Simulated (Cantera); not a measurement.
Feed: 1 mol Ti(OiPr)4, 0.43 mol C3H8, 43 mol H2, at 1000 Pa.

These are equilibrium values from Cantera (NASA tables, ideal gas, pure condensed phases), not measurements of a reactor. Candidate condensed phases: C, C6H6, C7H8, C8H18, H2O, Ti, TiC, TiO, TiO2, Ti2O3, Ti3O5, Ti4O7; 113 gas species. The feed counts by its element totals alone. TiC: taken at fixed stoichiometry. Condensed phases not in the tables: Magnéli phases beyond Ti4O7. Rates play no part.

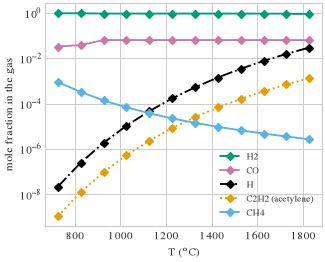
Figure. Equilibrium gas composition (values under 1e-9 drawn at 1e-9)

At 727 °C the condensed part is C(graphite) + TiO2(rutile). At 827 °C the condensed part is C(graphite) + Ti3O5(s). From 927 °C to 1827 °C the condensed part is C(graphite) + TiC(s).
